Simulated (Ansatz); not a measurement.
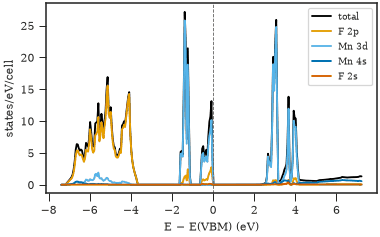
Fig. 1. Total and projected density of states of MnF₂ (rutile, P4_2/mnm), plane-wave PAW PBE (Ansatz code)

Task: Which orbitals carry the states next to the gap?

Result: Top 1 eV of the valence band: Mn 3d 80 %, F 2p 18 %. Bottom 1 eV of the conduction band: Mn 3d 93 %. Projections are on Löwdin-orthogonalised atomic valence shells; empty p or d shells of many metals are not among them.

Task: Where is the tallest occupied peak in this window, and what makes it?

Result: Near -1.4 eV, about 27 states/eV per cell; the largest projected share is Mn 3d.

Symmetry was held in the PBE relaxation, as lowered by the spin order. The final state is antiferromagnetic, chosen from 5 collinear starts compared on coarse meshes (ties went to the first, and starts can fall back to one state), not a proven ground state. No Hubbard U is applied.

Potentials: the later of the program's two PAW sets.
